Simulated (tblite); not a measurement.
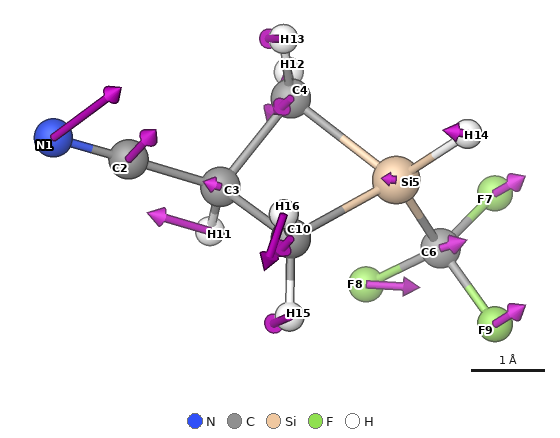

This is a relaxation of C5H6F3NSi. The starting structure is drawn; purple arrows show the displacements, at their true length. The two geometries are superimposed by the best rigid fit.

Style: ball-and-stick. Shown at a tilt.

Level of theory: GFN2-xTB geometry optimisation, gas phase (tblite). 

Q: Atoms of which element are displaced furthest, and by how much?

A: Nitrogen: up to 1.56 Å, against 1.00 Å for hydrogen.

Q: Describe the change and its energy.

A: Over 84 geometry steps the energy falls by 0.668 eV. N1 moves most after the best rigid fit: 1.56 Å. Largest moves by element: N 1.56 Å, H 1.00 Å, C 0.84 Å, F 0.76 Å, Si 0.22 Å. Some distances before and after: Si5–C6 1.800 → 1.949 Å, Si5–H14 1.502 → 1.458 Å, C3–C4 1.592 → 1.554 Å, N1–C2 1.176 → 1.144 Å. Among the angles between lasting bonds that change: C6–Si5–H14 119.0° → 106.1°, C4–Si5–H14 112.9° → 122.2°, C4–C3–C10 94.8° → 100.2°. Groups turn about C3–C10 by about 45°, C3–C4 by about 45°, Si5–C10 by about 30°.
